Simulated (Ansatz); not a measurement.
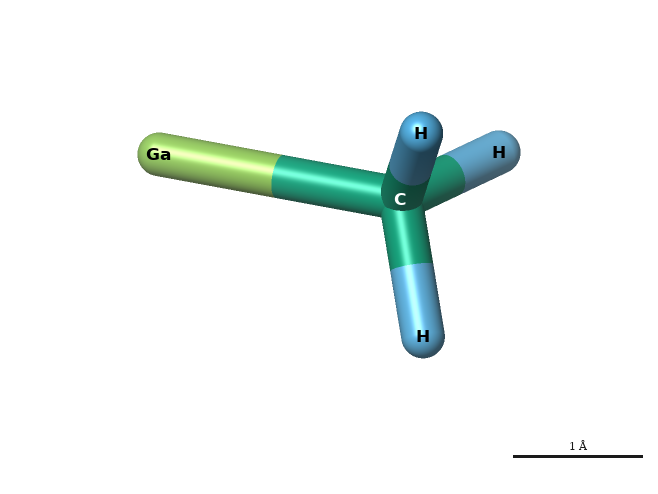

Rendered structure (stick style).

Computed geometry: PBE0-D4/def2-TZVP optimisation.

Give the formula.

CH3Ga, 5 atoms: 1 carbon, 3 hydrogen and 1 gallium.

What is the point group of this geometry?

C3v.

How many sets of symmetry-equivalent atoms are there?

3: 1 Ga, 1 C, 3 H.

Count the bonded pairs by element.

3 C–H, 1 C–Ga. Sticks follow a distance rule.

The parts below concern this one geometry. Atoms keep their numbers from picture to picture.

## Geometry

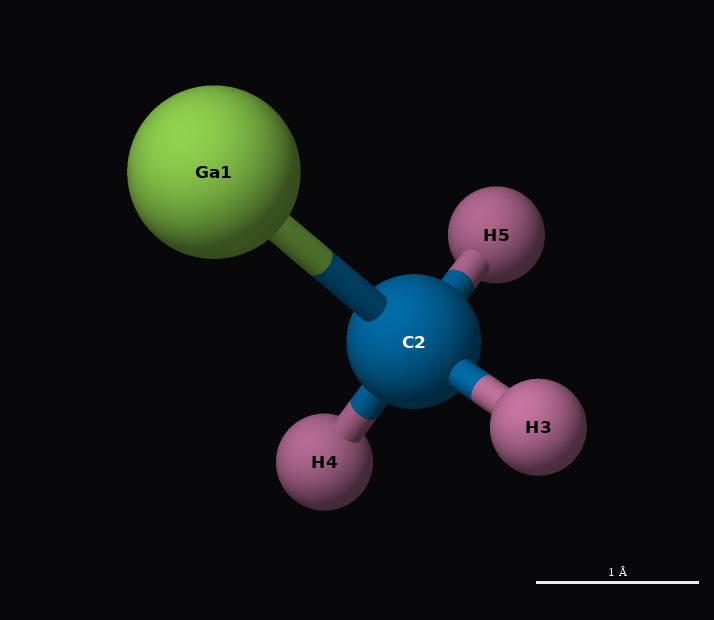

The atoms are numbered.

Give these bond angles: Ga1–C2–H3, H3–C2–H4.

```
    angle  degrees
Ga1–C2–H3    111.3
 H3–C2–H4    107.6
```

## Charges

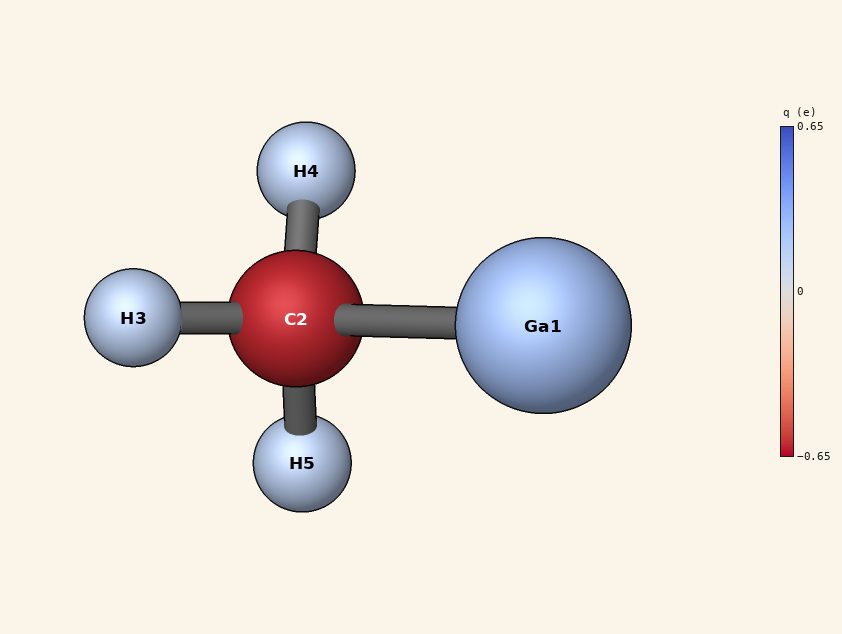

Atoms are coloured by their Mulliken charges. Level of theory: RKS PBE0-D4/def2-TZVP (Ansatz 0.2.0).

Give the Mulliken charges atom by atom.

| atom | value (e) |
| --- | --- |
| Ga1 | 0.22 |
| C2 | −0.60 |
| H3 | 0.13 |
| H4 | 0.13 |
| H5 | 0.13 |

## Thermal motion

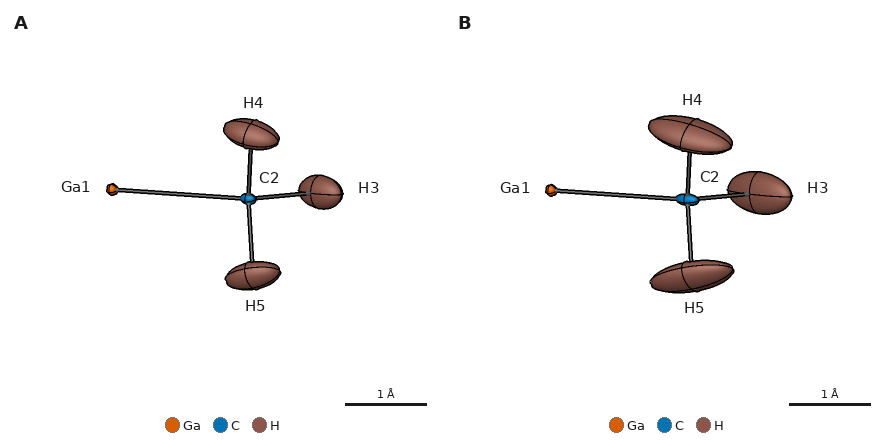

Displacement ellipsoids at the 50 % level, scaled by 1.5, from the internal vibrations of the free molecule (harmonic, no overall translation or rotation; no half-axis is drawn under 0.075 Å). Vibrations computed with RKS PBE0-D4/def2-TZVP (Ansatz 0.2.0). One panel is for 200 K, the other for 900 K.

Which panel is for 900 K?

B.

How much does the mean-square displacement of C2 grow, and why?

U_eq goes from 0.0011 to 0.0025 Å², a factor of 2.4. Modes below kT (626 cm⁻¹ at 900 K) grow about in proportion to T, and the lowest lies at 479 cm⁻¹; the mean-square amplitude of a mode is its zero-point value times coth(ħω/2kT), which comes close to 1 only above about 3kT.

## Dipole moment

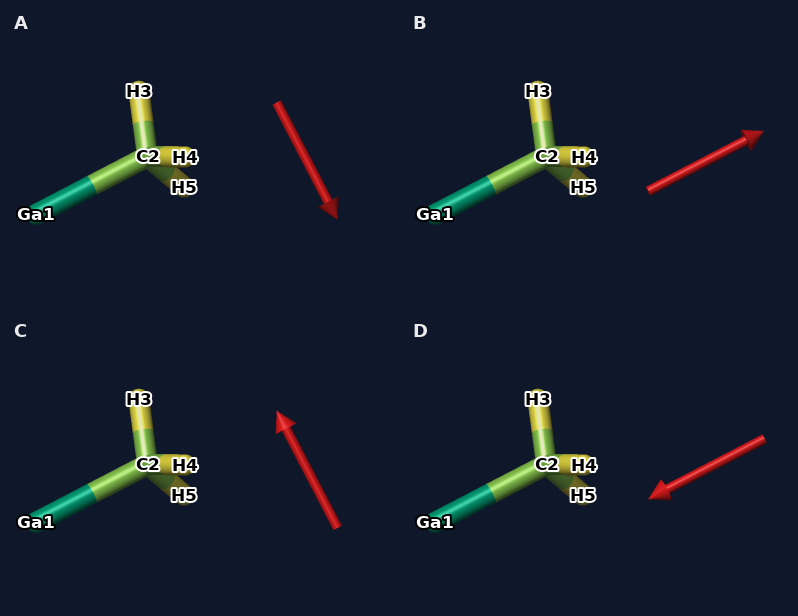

The same molecule four times, each with an arrow. Level of theory: RKS PBE0-D4/def2-TZVP (Ansatz 0.2.0).

Which arrow points along the dipole moment, from the negative to the positive end?

B. The dipole moment is 0.41 D; it points from the side of Ga1 to the side of H3, H4, H5 (the outermost atoms at the two ends).

## Electronic properties

Method: RKS PBE0-D4/def2-TZVPP (Ansatz 0.2.0).

What does the calculation give?

- HOMO energy (Kohn–Sham orbital): −5.63 eV
- LUMO energy (Kohn–Sham orbital): −1.28 eV
- HOMO–LUMO gap: 4.35 eV

Mulliken values depend strongly on the basis set and can even reverse the polarity of a bond.
